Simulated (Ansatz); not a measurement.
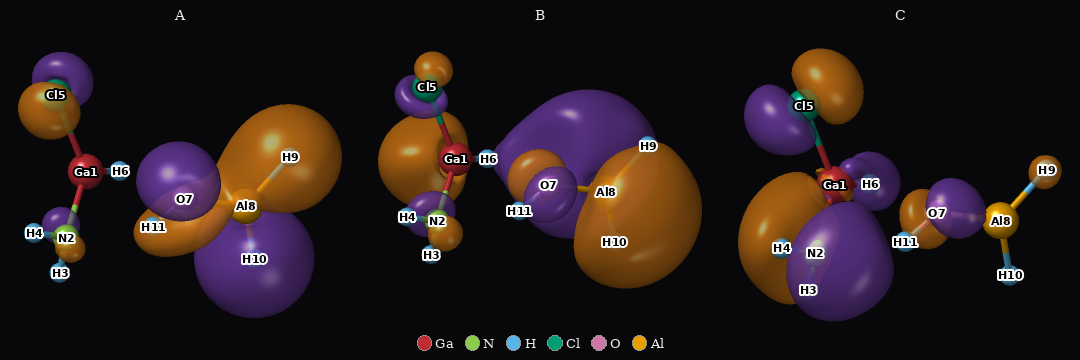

The picture shows: ClGaH₃N···AlH₃O. Three frontier orbitals at ±0.06 Å⁻³ᐟ² (orange and purple are the two phases), in no order.

Not at a stationary point (largest force 1.0 eV/Å).

Level of theory: RKS PBE-D4/def2-SVP (Ansatz).

Input file:

```
crystal:
  periodic: [false, false, false]
  atoms:
    - { symbol: Ga, position_ang: [0.0, 0.0, 0.0] }
    - { symbol: "N", position_ang: [0.0, 0.0, 2.28] }
    - { symbol: H, position_ang: [-0.877, -0.2713, 2.81] }
    - { symbol: H, position_ang: [0.877, 0.2713, 2.81] }
    - { symbol: Cl, position_ang: [1.9398, 0.0, -1.12] }
    - { symbol: H, position_ang: [-1.3596, 0.0, -0.785] }
    - { symbol: O, position_ang: [0.4396, -1.9341, 0.659] }
    - { symbol: Al, position_ang: [-0.4235, -3.4061, 0.1525] }
    - { symbol: H, position_ang: [0.3797, -4.6756, -0.268] }
    - { symbol: H, position_ang: [-1.9832, -3.4267, 0.1292] }
    - { symbol: H, position_ang: [0.2823, -1.2421, 1.8185] }
basis:
  gaussian: { orbitals: def2-SVP }
hamiltonian:
  xc: pbe
  dispersion: d4
relax:
  f_tol: 0.15
  max_steps: 25
  restrain:
    - { distance: [0, 6], at: 2.99, k: 30.0 }
    - { distance: [10, 1], at: 2.26, k: 30.0 }
    - { distance: [0, 1], at: 1.93, k: 30.0 }
    - { distance: [10, 6], at: 1.01, k: 30.0 }
output:
  orbitals: {}
```

Run with:

```sh
ansatz run input.yaml --threads 4 --pin off --max-ram 5120MiB --backend cpu --events-out ev --progress --plain --runs-dir out
```

The fields are those of the run's last geometry, not of the input's.

Order the three orbitals by energy and name them.

A is the HOMO−1 (−6.95 eV). It lies mainly on H10 (about 30 %), Al8 (about 25 %), O7 (about 25 %) and H9 (about 15 %). C is the HOMO (−6.31 eV). By Hirshfeld shares it lies mainly on N2 (about 65 %), Ga1 (about 10 %) and Cl5 (about 10 %). B is the LUMO (−1.84 eV). By Hirshfeld shares it lies mainly on Al8 (about 65 %), Ga1 (about 10 %) and O7 (about 10 %).

What is the HOMO–LUMO gap?

4.47 eV between the orbital energies.
